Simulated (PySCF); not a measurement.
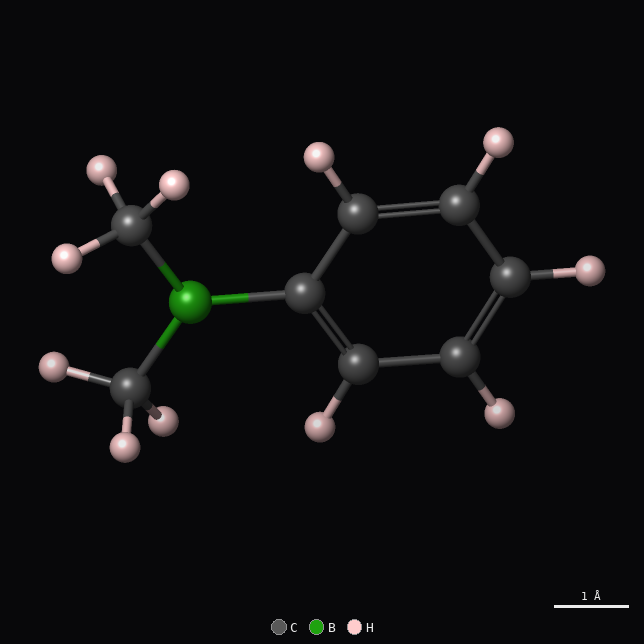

Rendered structure (ball-and-stick style). Multiple sticks mark multiple bonds (one Kekulé form).

The geometry was computed by an optimisation with PBE0-D3(BJ)/def2-SVP. No frequency run is at hand to confirm it as a minimum.

**Which formula does it have?**

C₈H₁₁B, 20 atoms: 8 carbon, 11 hydrogen and 1 boron.

**Describe its rings.**

Independent rings (smallest set): 1 of 6 members, 1 of them aromatic.

The parts below concern this one geometry. Atoms keep their numbers from picture to picture.

Shape

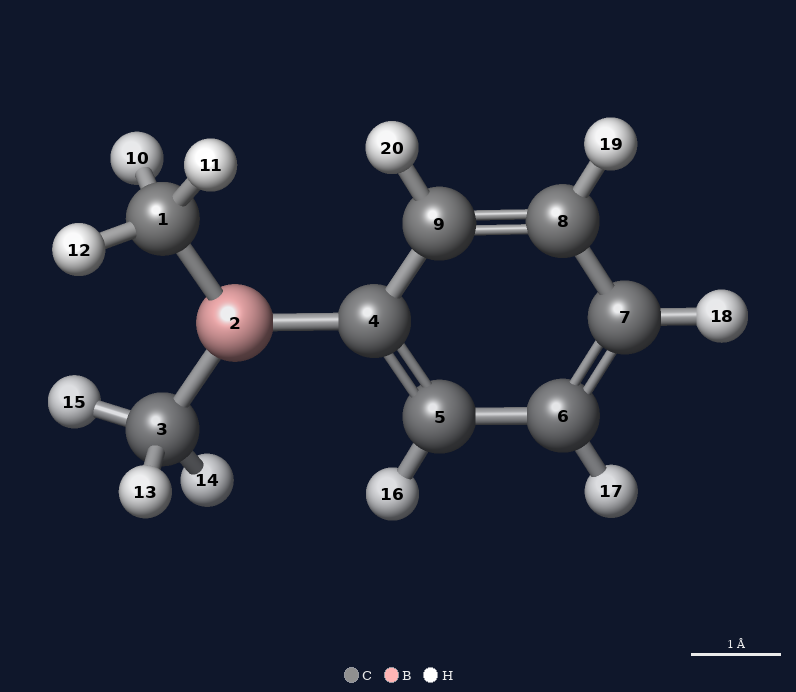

Atoms carry their numbers in the input. No frequency run is at hand to confirm it as a minimum.

Give the bond lengths. Leave out bonds to hydrogen.

```
 bond  length (Å)     order
C1–B2       1.576    single
B2–C3       1.576    single
B2–C4       1.571    single
C4–C5       1.408  aromatic
C4–C9       1.408  aromatic
C5–C6       1.392  aromatic
C6–C7       1.395  aromatic
C7–C8       1.395  aromatic
C8–C9       1.392  aromatic
```

Excitation

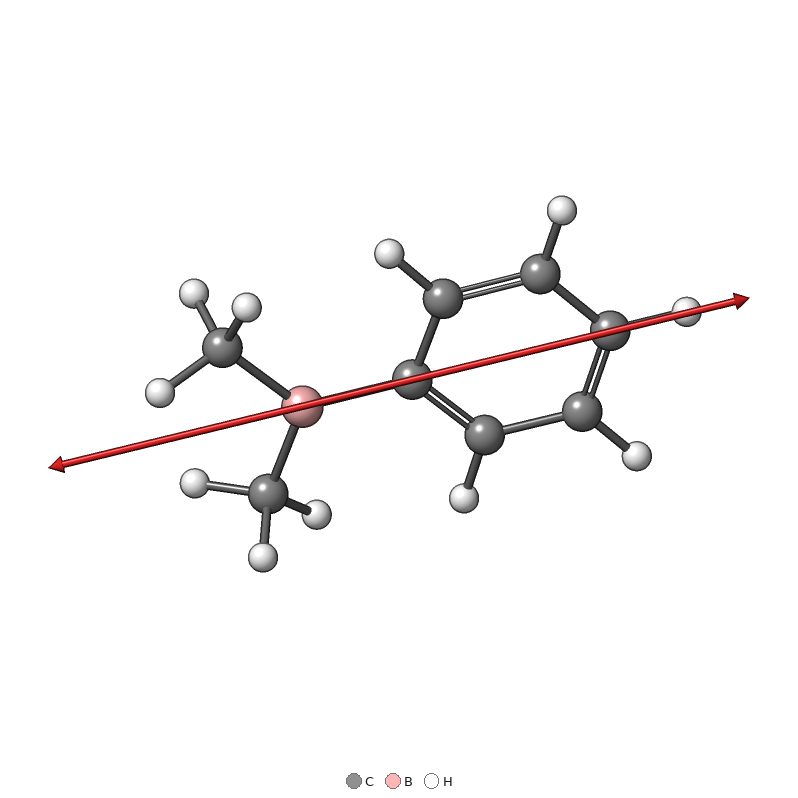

The double arrow shows the direction of the transition dipole to excited singlet state 6 (its length means nothing). No frequency run is at hand to confirm it as a minimum. Method: TDDFT ωB97X-D/def2-SVPD, vertical, gas phase, core orbitals frozen in the response (PySCF 2.14.0).

**Give its energy, strength and character.**

6.74 eV (184 nm), oscillator strength 0.60, mainly HOMO → LUMO+1 (weight 0.85); transition dipole 4.84 D.

Polarisability

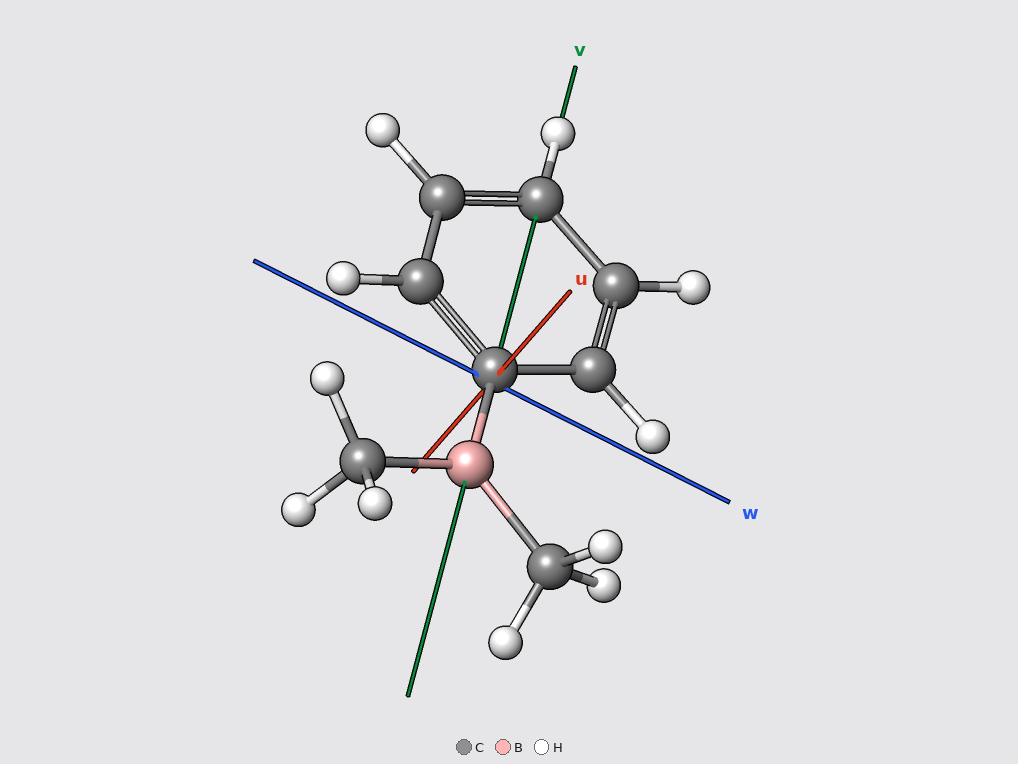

The lines u, v and w are the principal axes of the static dipole polarisability. No frequency run is at hand to confirm it as a minimum. Level of theory: ωB97X-D/def2-SVPD (PySCF 2.14.0).

**Along which axis is the molecule most polarisable, and along which least?**

Most along v, least along u.

**Give the three principal values.**

u 69.8, v 141.1, w 113.4 bohr³; mean 108.1, anisotropy 62.3 bohr³.

NMR shielding

The questions are on isotropic NMR shieldings of the C atoms. No frequency run is at hand to confirm it as a minimum. Properties computed with GIAO PBE/pcSseg-1 NMR shielding, non-relativistic, gas phase (PySCF 2.14.0).

**Which C atom is the most shielded (lowest chemical shift)?**

C1, C3 (168.3 to 168.4 ppm).

**Which C atom is the least shielded (highest chemical shift)?**

C4 (37.9 ppm).

**How wide is the range of C shifts?**

130.5 ppm.

Give the isotropic NMR shieldings of the C atoms atom by atom.

```tsv
atom	σ (ppm)
C1	168.3
C3	168.4
C4	37.9
C5	41.0
C6	48.7
C7	43.2
C8	48.7
C9	40.9
```

Quadrupole coupling

No frequency run is at hand to confirm it as a minimum. Electric field gradients from the ground-state density, PBE0/pcSseg-1 (PySCF 2.14.0), non-relativistic apart from any core potentials.

Give the largest field-gradient component, the quadrupole coupling constant and the asymmetry for 11B at B2 (Q = 40.59 mb).

| atom | V_zz (a.u.) | e²qQ/h (MHz) | η |
| --- | --- | --- | --- |
| B2 | 0.560 | 5.34 | 0.03 |
